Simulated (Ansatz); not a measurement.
# H2S2 (SMILES SS): PBE-QIDH/def2-TZVPP

Aim: the energy change on altering one bond length of H2S2 at PBE-QIDH/def2-TZVPP, from 2 runs. 

The calculation is run with Ansatz 0.2.0.

32 further runs of the same task are left out: 32 set aside as unsound or not needed.

## 1. The molecule

The species is H2S2 (4 atoms), meant as a singlet with charge 0. As SMILES, `SS`. Geometry: relaxed at PBE0-D4/def2-TZVP.

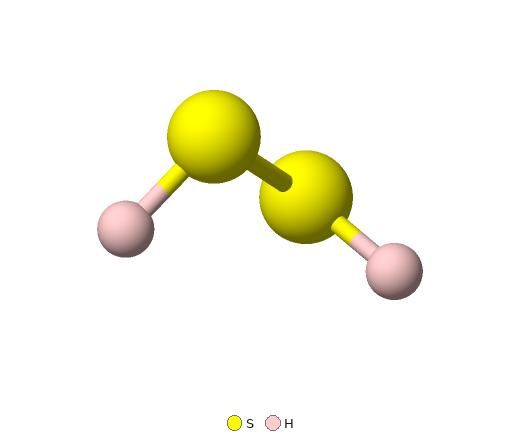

The structure, seen from a chosen angle (sulfur yellow, hydrogen pink).

## 2. A single-point energy at PBE-QIDH/def2-TZVPP

Contents of run.yaml:

```yaml
crystal:
  periodic: [false, false, false]
  atoms:
    - {symbol: S, position_ang: [0.784480, -0.789210, 0.166690]}
    - {symbol: S, position_ang: [0.060220, 1.121560, 0.067360]}
    - {symbol: H, position_ang: [-0.225420, -1.352590, 0.856880]}
    - {symbol: H, position_ang: [-0.619290, 1.020250, -1.090950]}
basis:
  gaussian:
    orbitals: def2-TZVPP
hamiltonian:
  xc: {name: PBE-QIDH}
correlation:
  frozen_orbitals: {H: 0, S: 5}
accuracy: high
output: {orbitals: {seedname: orbitals}}
```

Command:

```bash
ansatz run run.yaml --threads 1 --pin off --max-ram 3480MiB --events-out events.jsonl --progress --plain --runs-dir runs
```

The log of the run:

```text
Warning: RAYON_NUM_THREADS=1 ignored (pool sized by the plan → 1); use --threads N
Functional definition: PBE-QIDH
  name "PBE-QIDH"
  parameter a = 3^(-1/3)
  parameter c = 1/3
  exchange = (1 - a)*pbe_x + a*exact_x
  correlation = (1 - c)*pbe_c + c*(mp2_os + mp2_ss)
1799 factors; integrals over basis functions are off by at most 3.8e-9 eV
mean field evaluation 1: about -21687.6165 eV, gradient 1.0e1 eV
mean field evaluation 2: about -21687.7347 eV, gradient 1.0e1 eV
mean field evaluation 4: about -21688.1080 eV, gradient 1.0e0 eV
mean field evaluation 8: about -21688.1127 eV, gradient 2.0e-2 eV
mean field evaluation 16: about -21688.1127 eV, gradient 2.4e-5 eV
mean field -21688.11268339 eV, -797.0234403837 hartree, gradient 3.4e-8 eV, S^2 0.000000; 0 other end points of the search recorded, 0 dependent functions left out
10 core orbitals not correlated: weight in the atoms' cores, before any rotation towards them, 1.000 or more for the frozen orbitals, at most 0.000 for the correlated occupied ones
reference -21688.11268417 eV, -797.0234404124 hartree; 7, 7 occupied and 95, 95 virtual orbitals, 1799 factors
second order -11.08898477 eV of doubles, -0.00000000 eV of singles
Total energy: -21691.80901243 eV, -797.1592779704 hartree
```

Run time: 7.8 s. Hardware: 1 thread of Arm Neoverse V2, shared host; peak memory 0.29 GiB.

## 3. The distorted shape

Contents of in.yaml:

```yaml
crystal:
  periodic: [false, false, false]
  atoms:
    - symbol: S
      position_ang: [1.328082, -0.708163, 1.093327]
    - symbol: S
      position_ang: [0.603822, 1.202607, 0.993997]
    - symbol: H
      position_ang: [0.318182, -1.271543, 1.783517]
    - symbol: H
      position_ang: [-0.619290, 1.020250, -1.090950]
basis:
  gaussian:
    orbitals: def2-TZVPP
hamiltonian:
  xc: {name: PBE-QIDH}
correlation:
  frozen_orbitals: {H: 0, S: 5}
accuracy: high
output:
  orbitals: {seedname: orbitals}
```

Command:

```bash
ansatz run in.yaml --threads 1 --pin off --max-ram 3480MiB --events-out events.jsonl --progress --plain --runs-dir runs
```

The log of the run (excerpt; [...] marks lines left out):

```text
Warning: RAYON_NUM_THREADS=1 ignored (pool sized by the plan → 1); use --threads N
[... 2 set-up lines as earlier in the session ...]
[...]
1733 factors; integrals over basis functions are off by at most 3.4e-9 eV
[...]
mean field -21684.18394911 eV, -796.8790620618 hartree, gradient 2.8e-8 eV, S^2 0.000000; 0 other end points of the search recorded, 0 dependent functions left out; unrestricted orbitals would lower it
10 core orbitals not correlated: weight in the atoms' cores, before any rotation towards them, 1.000 or more for the frozen orbitals, at most 0.000 for the correlated occupied ones
reference -21684.18394994 eV, -796.8790620925 hartree; 7, 7 occupied and 95, 95 virtual orbitals, 1733 factors
second order -12.10383623 eV of doubles, -0.00000000 eV of singles
Total energy: -21688.21856202 eV, -797.0273313516 hartree
```

It took 7.8 s on 1 thread of Arm Neoverse V2, shared host; peak memory 0.28 GiB.

## 4. Summary of results

Level: PBE-QIDH/def2-TZVPP, 10 core orbitals frozen.

```
                                                         quantity          value
                                        first shape: total energy  -797.15928 Eh
                   first shape: HOMO energy (SCF part's orbitals)       -9.45 eV
                   first shape: LUMO energy (SCF part's orbitals)        1.16 eV
                 first shape: HOMO–LUMO gap (SCF part's orbitals)       10.62 eV
                                    distorted shape: total energy  -797.02733 Eh
               distorted shape: HOMO energy (SCF part's orbitals)       -8.69 eV
               distorted shape: LUMO energy (SCF part's orbitals)       -2.50 eV
             distorted shape: HOMO–LUMO gap (SCF part's orbitals)        6.19 eV
energy change with the S2–H4 bond stretched from 1.347 to 2.424 Å       3.590 eV
```

**Reading.** With the S2–H4 bond stretched from 1.347 to 2.424 Å the energy rises by 3.59 eV (83 kcal/mol). The first shape isn't relaxed at this level, so the change isn't measured from a minimum. A restricted reference can't describe the breaking bond well at this length. The restricted solution (distorted shape) is unstable to spin breaking: an unrestricted one lies lower.
